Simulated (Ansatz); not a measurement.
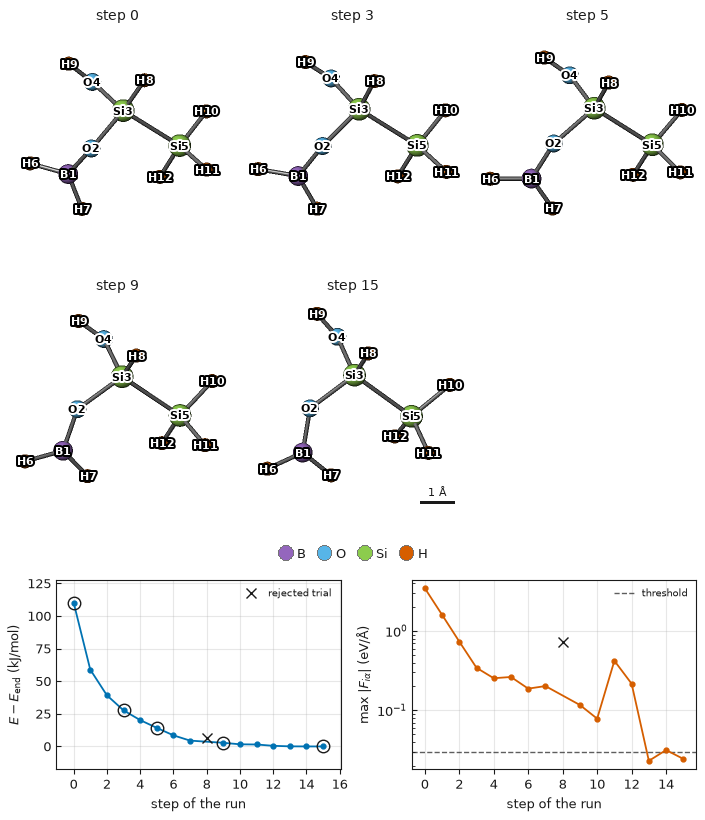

Frames of a relaxation of BSi2H7O2 (coarse preliminary run), marked on the history of the run. Style: ball-and-stick. Shown from a free direction.

The start comes from a force field.

Level of theory: Ansatz, RKS PBE-D4/def2-SVP. (force threshold 0.03 eV/Å; at most 200 steps)

Question: Describe the path.

Answer: Over 14 accepted moves (15 points after the start) the energy falls by 110.3 kJ/mol. Largest force component: 3.5 eV/Å at the start, 0.024 eV/Å at the end. The line search rejected the trial step at point 8 of the run. The atom that moves furthest after the best rigid fit is H6 (1.40 Å). By element the largest moves are H 1.40 Å, O 0.81 Å, B 0.34 Å, Si 0.25 Å. Near-neighbour distances that change, for instance: B1–O2 1.458 → 1.355 Å, O4–H9 1.071 → 0.974 Å, Si3–H8 1.420 → 1.505 Å, Si3–Si5 2.274 → 2.353 Å. Bond angles that change, for instance: B1–O2–Si3 104.9° → 130.1°, Si3–O4–H9 102.4° → 116.0°, Si5–Si3–H8 105.8° → 114.7°. Groups turn about B1–O2 by about 85°, O2–Si3 by about 65°. Cost: 16 s on 4 threads of Arm Neoverse V2, on a shared host. From step 0 to 3: H6 moves most (0.37 Å), energy −82.6 kJ/mol. From step 3 to 5: H6 moves most (0.39 Å), energy −13.4 kJ/mol. From step 5 to 9: H6 moves most (0.49 Å), energy −11.4 kJ/mol. From step 9 to 15: H11 moves most (0.43 Å), energy −2.80 kJ/mol.
